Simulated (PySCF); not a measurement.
C₃H₆ (SMILES C[C]C) (triplet)

Input file:

```
{"job": {"kind": "epr", "basis": "pcH-1"}, "charge": 0, "multiplicity": 3}
C     -1.319746    -0.196808     0.001569
C     -0.046204     0.185903    -0.580882
C      1.316441     0.222177    -0.081450
H     -1.321323    -1.248506     0.325940
H     -2.124599    -0.078478    -0.725795
H     -1.572816     0.421160     0.876450
H      1.666115    -0.774637     0.227682
H      1.997704     0.582401    -0.854086
H      1.417989     0.892782     0.785392
```

Run with:

```sh
OMP_NUM_THREADS=1 python probes_run.py task.json out
```

Geometry: GFN2-xTB.

Level of theory: PySCF 2.14.0, density-fitted response routines, UKS B3LYP, pcH-1 on C H, non-relativistic, mean-field spin-orbit, GIAO.

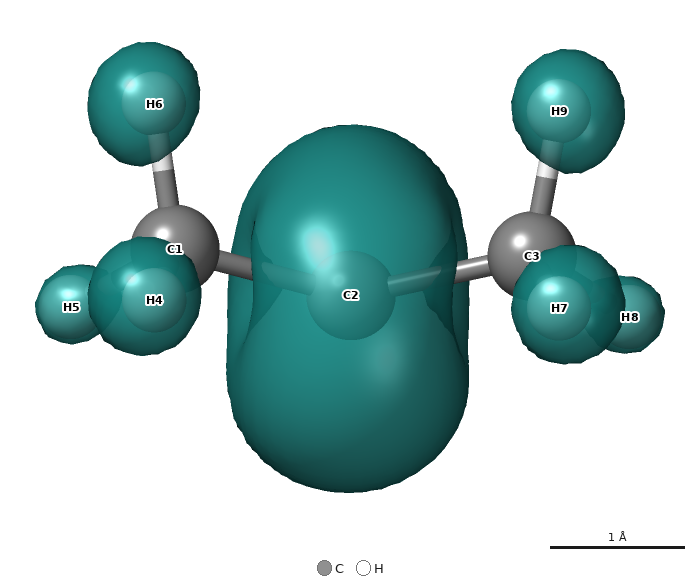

Figure 1. Isosurfaces of the spin density at +0.04 (teal) and −0.04 e/Å³ (pink), seen at a tilt.

Question: Which atoms carry the spin?

Answer: The unpaired spin (2 electrons) lies mostly on C2 (about 1.4), C1 (about 0.1) and C3 (about 0.1), in electrons by Hirshfeld's partition. Only one sign reaches the isovalue.

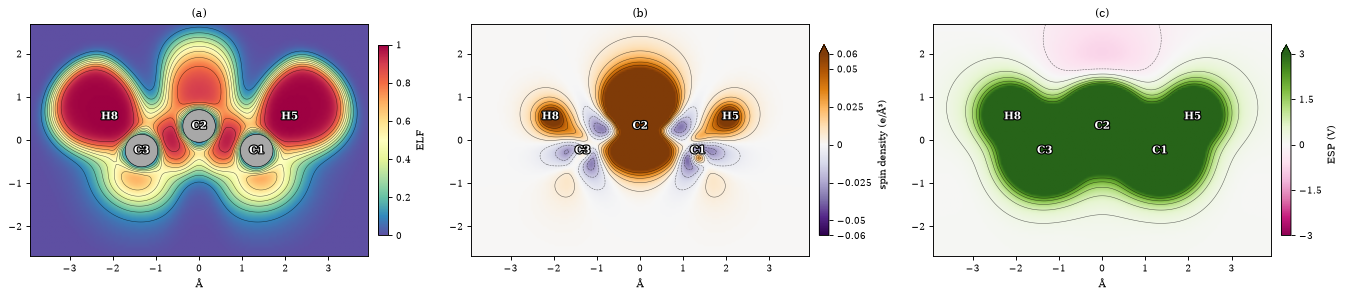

Figure 2. (a) ELF; (b) spin density; (c) molecular electrostatic potential on the plane of atoms C2, C3 and H8. Grey discs cover the atomic cores in the ELF map.

Question: Read the bonding off the picture.

Answer: The plane passes through C and H nuclei.
C–C (1.45 Å): the ELF peaks at about 0.95 between the atoms; localised, covalent bonding.
C–H (1.09 Å): the ELF climbs to about 1 towards the hydrogen, as it does in any bond to H; an ordinary covalent bond to hydrogen.
The ELF also peaks beside C2, away from the bonds: non-bonding electrons, paired or unpaired.

Outside the dense part of the molecule the potential is most negative (−0.8 V) near C2.

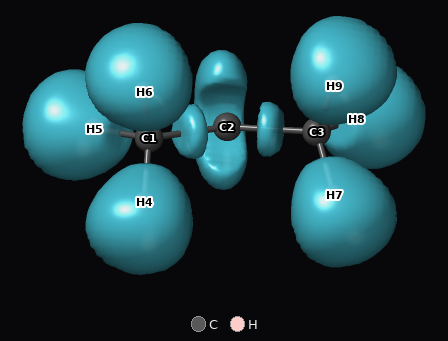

Figure 3. Isosurface of the ELF at 0.85 (cyan), seen at a tilt. Only the valence region is drawn (cores and ρ < 0.01 e/Å³ removed).

Question: Where are the electrons localised?

Answer: The surface consists of two regions between bonded C–C atoms (shared pairs), six regions around hydrogen nuclei and one lobe on C, pointing away from the bonds (non-bonding electrons).
